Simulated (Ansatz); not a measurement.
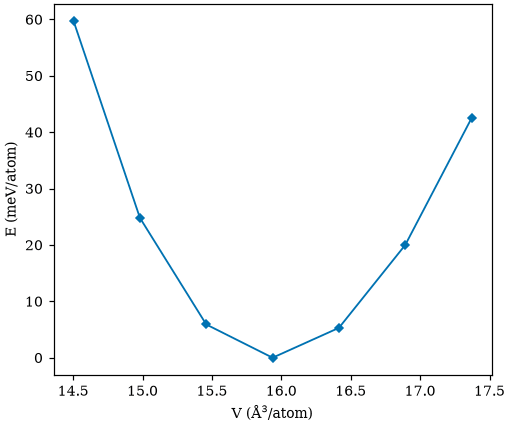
Figure: Ge2Rh (MoSi2 or CaC2 type, I4/mmm) under volume change, the program Ansatz at the PBE level (PAW), shape and atoms relaxed at each volume.

Question: What does a third-order Birch–Murnaghan fit give for V₀, B₀ and B′?

Answer: V₀ = 15.93 Å³/atom, B₀ = 124 GPa, B′ = 4.9.

A made-up cell: these elements were put on the sites of a structure type; neither database checked (COD, Materials Project) lists it. Its standing as an ambient phase is unchecked. The cell was relaxed with PBE under the symmetry of its start; whether a distortion lowers the energy is not shown. The run is not spin-polarised.

Potentials: the later of the program's two PAW sets.
